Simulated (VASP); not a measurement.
Band structure of Rb (bcc). All values below come from PW91 GGA, VASP's PBE PAW potentials (set 64) (plane waves; VASP).

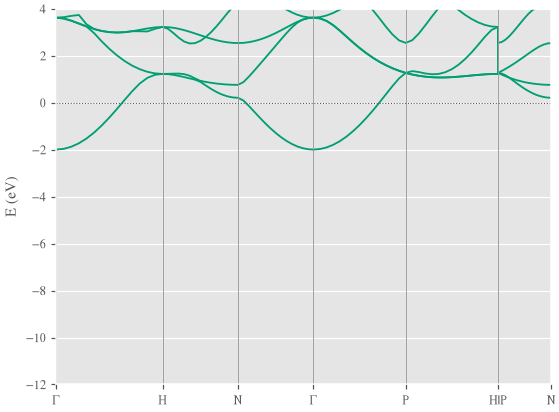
Fig. 1. Bands along high-symmetry lines, zero at the valence-band maximum or, without a gap, the Fermi level

**Question.** Read the plot: is there a gap, and where are the band edges?

**Answer.** It has no gap at this level: it comes out as a metal or semimetal. (Edges off the drawn lines would not show.)

The compound is Rb in the bcc structure. It was relaxed first.
